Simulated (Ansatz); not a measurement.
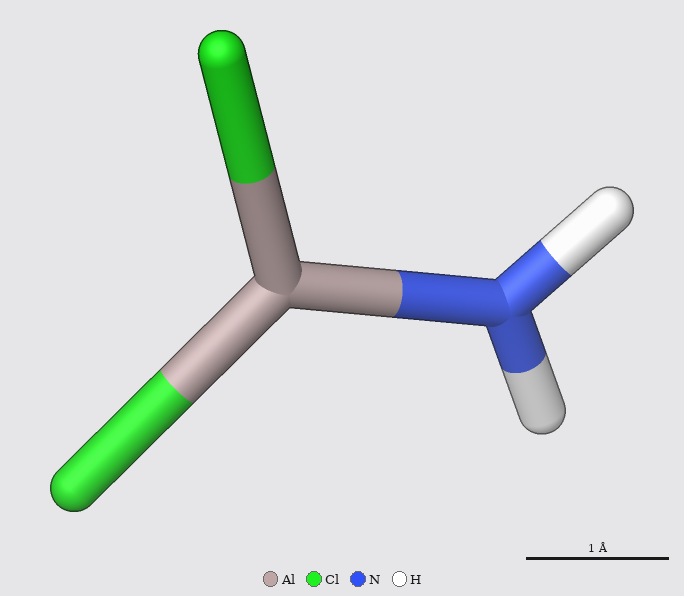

The picture shows a molecular structure as a stick model. Every bond is drawn as one stick, whatever its order.

Identify the structure.

It has 6 atoms: 1 aluminium, 2 chlorine, 2 hydrogen and 1 nitrogen (AlCl₂H₂N). This geometry has C2v symmetry. All atoms lie on one plane. Coordination: 1 Al trigonal planar; 1 N trigonal planar.

More results for the same structure follow; atom numbers are the same in all pictures, views and colours differ. The computed structure is the end point of a PBE0-D4/def2-TZVP optimisation.

Electronic properties

Method: RKS PBE0-D4/def2-TZVPP (Ansatz 0.2.0).

Estimate the HOMO energy (Kohn–Sham orbital).

Answer. −8.03 eV.

Estimate the LUMO energy (Kohn–Sham orbital).

Answer. −0.59 eV.

Charges

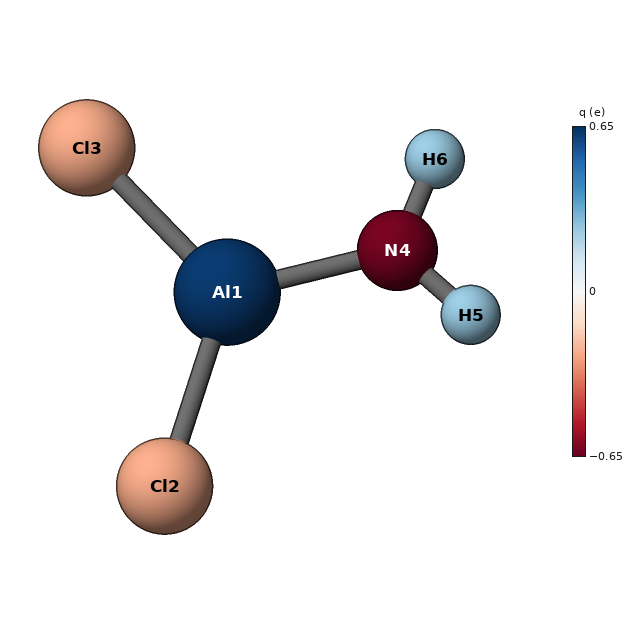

Atoms are coloured by their Mulliken charges. Method: RKS PBE0-D4/def2-TZVP (Ansatz 0.2.0).

Give the Mulliken charges atom by atom.

```csv
atom,value (e)
Al1,0.62
Cl2,−0.25
Cl3,−0.25
N4,−0.62
H5,0.25
H6,0.25
```

Vibrations

Harmonic vibrations computed with RKS PBE0-D4/def2-TZVP (Ansatz 0.2.0) at a stationary point of the same level.

How many vibrational modes are there, and where do they lie?

Answer. 12 modes: 149, 170, 222, 376, 391, 434, 579, 709, 874, 1560, 3618, 3712 cm⁻¹.

Mulliken values depend strongly on the basis set and can even reverse the polarity of a bond.
